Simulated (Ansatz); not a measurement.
**Phonon calculation, with input and output: SiH$_{2}$F$_{2}$**

- system: SiH$_{2}$F$_{2}$
- method: RKS PBE0-D4/def2-SVP (Ansatz 0.2.0)

It belongs to a series of runs on one base structure; here: vibrations at the highest image of the band.

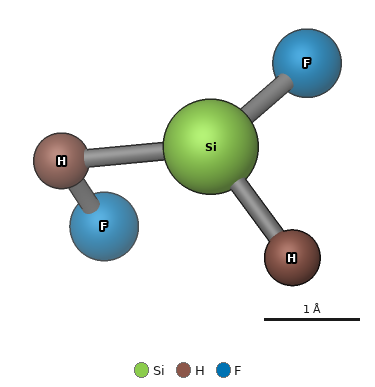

The input geometry (ball-and-stick view, seen at a tilt).

### Input file
```yaml
crystal:
  periodic: [false, false, false]
  atoms:
    - { symbol: Si, position_ang: [-0.305937, 0.031944, 0.315698] }
    - { symbol: H, position_ang: [0.983898, -0.056501, 1.364823] }
    - { symbol: F, position_ang: [1.630943, 0.019991, 0.411092] }
    - { symbol: H, position_ang: [-0.525933, 1.170826, -0.646575] }
    - { symbol: F, position_ang: [-0.601069, -1.272262, -0.608638] }
basis:
  gaussian: { orbitals: def2-SVP }
hamiltonian:
  xc: pbe0
  dispersion: d4
phonons: {}
```

Run on 1 thread of Arm Neoverse V2, 24 GiB of memory available, shared host.

Command:
```bash
ansatz run input.yaml --threads 1 --pin off --max-ram 2048MiB --backend cpu --events-out ev --progress --plain --runs-dir out
```

### Output
```
Engine: ansatz 0.2.0, aarch64-unknown-linux-gnu
Functional definition: PBE0
  parameter a = 0.25
  parameter kappa = 0.804
  parameter beta = 0.06672455060314922
  exchange = (1 - a)*pbe_x(kappa = kappa, mu = beta*pi^2/3) + a*exact_x
  correlation = pbe_c(beta = beta)
560 factors; integrals over basis functions are off by at most 3.6e-4 eV
mean field evaluation 1: about -13325.6732 eV, gradient 3.6e1 eV
mean field evaluation 2: about -13321.3667 eV, gradient 6.4e1 eV
mean field evaluation 4: about -13327.7688 eV, gradient 2.9e0 eV
mean field evaluation 8: about -13327.7896 eV, gradient 6.3e-2 eV
mean field evaluation 16: about -13327.7896 eV, gradient 2.3e-5 eV
mean field -13327.78957508 eV, -489.7872329840 hartree, gradient 2.3e-5 eV, S^2 0.000000; 0 other end points of the search recorded, 0 dependent functions left out
the calculation of the forces begins
reference -13327.78959426 eV, -489.7872336887 hartree; 17, 17 occupied and 39, 39 virtual orbitals, 560 factors
these checks for a lower state are left out or cut short: stability, starts, cluster_reference, orbital_swaps, neighbouring_geometries, increment
560 factors; integrals over basis functions are off by at most 3.6e-4 eV
mean field -13327.78959007 eV, -489.7872335346 hartree, gradient 1.4e-6 eV, S^2 0.000000; 0 other end points of the search recorded, 0 dependent functions left out
[... from here on the field's lines of each further geometry are left out, up to the last ...]
the calculation of the forces begins
reference -13327.78954850 eV, -489.7872320071 hartree; 17, 17 occupied and 39, 39 virtual orbitals, 560 factors
these checks for a lower state are left out or cut short: stability, starts, cluster_reference, orbital_swaps, neighbouring_geometries, increment
560 factors; integrals over basis functions are off by at most 3.6e-4 eV
mean field evaluation 192: about -13327.7895 eV, gradient 1.8e-6 eV
mean field -13327.78954798 eV, -489.7872319880 hartree, gradient 1.8e-6 eV, S^2 0.000000; 0 other end points of the search recorded, 0 dependent functions left out
the calculation of the forces begins
reference -13327.78956715 eV, -489.7872326924 hartree; 17, 17 occupied and 39, 39 virtual orbitals, 560 factors
WARN: phonons: modes at or below zero, which the zero-point energy, F, S and C_V leave out: 1, the lowest at -1210.88 cm⁻¹. A minimum has none, and a first-order saddle one
Total energy: -13327.83730961 eV, -489.7889871954 hartree
Atom 0 at    -0.305937     0.031944     0.315698 Å, force     0.010192     0.006785    -0.010291 eV/Å
Atom 1 at     0.983898    -0.056501     1.364823 Å, force     0.001834     0.003201    -0.001333 eV/Å
Atom 2 at     1.630943     0.019991     0.411092 Å, force    -0.003181    -0.000999     0.006489 eV/Å
Atom 3 at    -0.525933     1.170826    -0.646575 Å, force    -0.002638     0.001610     0.007436 eV/Å
Atom 4 at    -0.601069    -1.272262    -0.608638 Å, force    -0.006208    -0.010598    -0.002301 eV/Å
Dipole moment:    -0.081002     0.220533     0.210536 e Å
Vibrations: -1210.88 201.84 493.42 640.91 758.47 863.30 921.89 1920.05 2162.95 cm⁻¹, zero-point energy 0.493632 eV
```

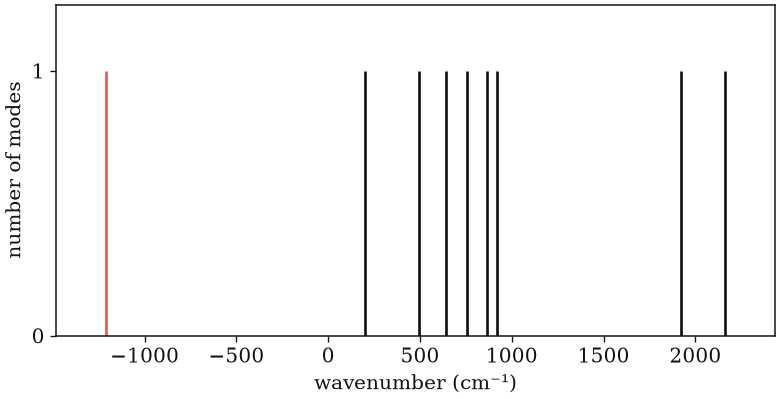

Harmonic vibrational wavenumbers from the force constants; neighbouring modes closer than 15 cm⁻¹ are counted in one stick, and imaginary ones are drawn at negative wavenumbers. 9 modes from 1211i to 2163 cm⁻¹, 1 imaginary beyond 8i (1211i cm⁻¹): a first-order saddle point, if the geometry is stationary.

### Results in brief

| quantity | value |
| --- | --- |
| outcome | converged |
| total energy | −13327.8373 eV |
| mean-field energy | −13327.7896 eV |
| largest force (length of the vector) | 0.016 eV/Å |
| wall time | 21 s |
| peak memory | 0.1 GiB |
